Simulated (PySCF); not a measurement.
**C9H14O2: density, localisation and related maps**

| atom | x (Å) | y (Å) | z (Å) |
| --- | --- | --- | --- |
| O | 2.0985 | -2.4913 | 0.7294 |
| C | 2.9195 | -1.6238 | 0.6285 |
| O | 2.7066 | -0.3980 | 0.1626 |
| C | 1.3832 | -0.0934 | -0.2634 |
| C | 1.2407 | 1.2252 | -1.0183 |
| C | -0.1182 | 1.4087 | -0.3053 |
| C | -1.3067 | 0.8547 | -1.0937 |
| C | -2.3407 | 0.1857 | -0.1951 |
| C | -1.7132 | -0.9670 | 0.5816 |
| C | -0.5949 | -0.4788 | 1.4972 |
| C | 0.3941 | 0.4289 | 0.7873 |
| H | 3.9883 | -1.7286 | 0.9101 |
| H | 0.9825 | -0.9554 | -0.8170 |
| H | 1.2537 | 1.1982 | -2.1181 |
| H | 1.9910 | 1.9458 | -0.6617 |
| H | -0.3415 | 2.4249 | 0.0548 |
| H | -0.9536 | 0.1050 | -1.8245 |
| H | -1.7620 | 1.6615 | -1.6905 |
| H | -2.7582 | 0.9251 | 0.5131 |
| H | -3.1869 | -0.1747 | -0.8018 |
| H | -1.3169 | -1.7118 | -0.1318 |
| H | -2.4750 | -1.4937 | 1.1778 |
| H | -1.0463 | 0.0889 | 2.3301 |
| H | -0.0609 | -1.3305 | 1.9469 |
| H | 0.9866 | 1.0005 | 1.5208 |

Geometry: PBE0-D3(BJ)/def2-SVP.

Level of theory: PBE0/pcSseg-1, SCF density, gas phase, non-relativistic in PySCF 2.14.0.

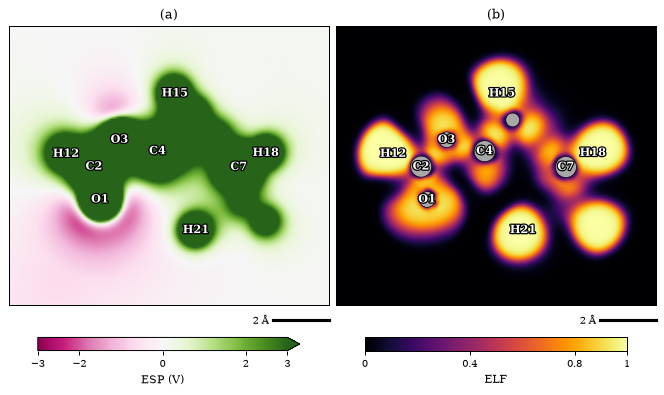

Figure 1. (a) electrostatic potential; (b) ELF on the plane of atoms O1, C2 and O3. Grey discs cover the atomic cores in the ELF map.

### Read the bonding off the picture.

- The section cuts through O, C and H sites.
- C–O (1.20 Å): the ELF peaks at about 0.85 between the atoms: a short, multiple covalent bond.
- C–H (1.11 Å): the ELF climbs to about 1 towards the hydrogen, as it does in any bond to H: an ordinary covalent bond to hydrogen.
- C–O (1.33 Å): the ELF peaks at about 0.90 between the atoms: a shared but strongly polarised pair.
- The ELF also peaks beside O1 and O3, away from the bonds: lone-pair regions.
- Outside the dense part of the molecule the potential is most negative (−2.1 V) near O1.

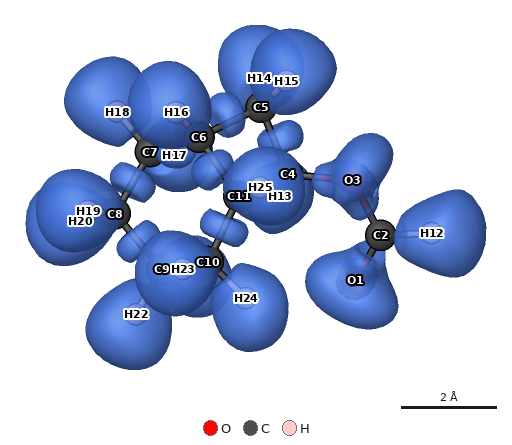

Figure 2. Isosurface of the electron localisation function at 0.75 (blue), seen across its widest extent. Core shells and regions of very low density are left out.

### What do the ELF domains correspond to?

At this value the surface marks out nine regions between bonded C–C atoms (shared pairs), 14 regions around hydrogen nuclei and two regions on O in which the atom's valence shell and bonds are merged. Along the contacts the grid gives the following. C–C (1.52 Å): the ELF peaks at about 0.95 between the atoms; localised, covalent bonding.

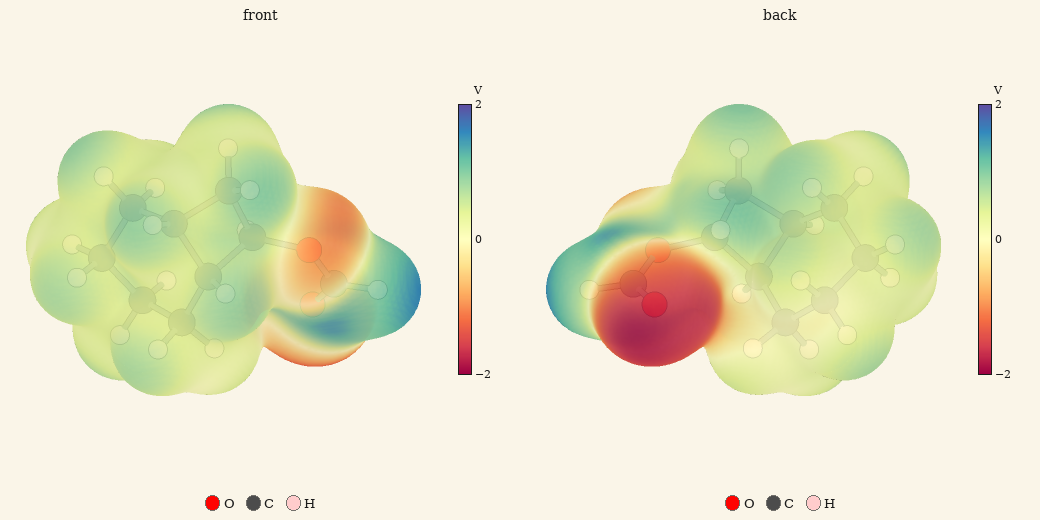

Figure 3. The molecular electrostatic potential painted on the density surface at 0.004 e/bohr³, seen from the front and from behind; the colour scale runs from red (negative) to blue (positive).

### Where is the surface potential most negative and most positive?

The most negative region (about −1.8 V) lies over O1, the most positive (about +1.5 V) over H12. O1 is the likeliest acceptor of a hydrogen bond.
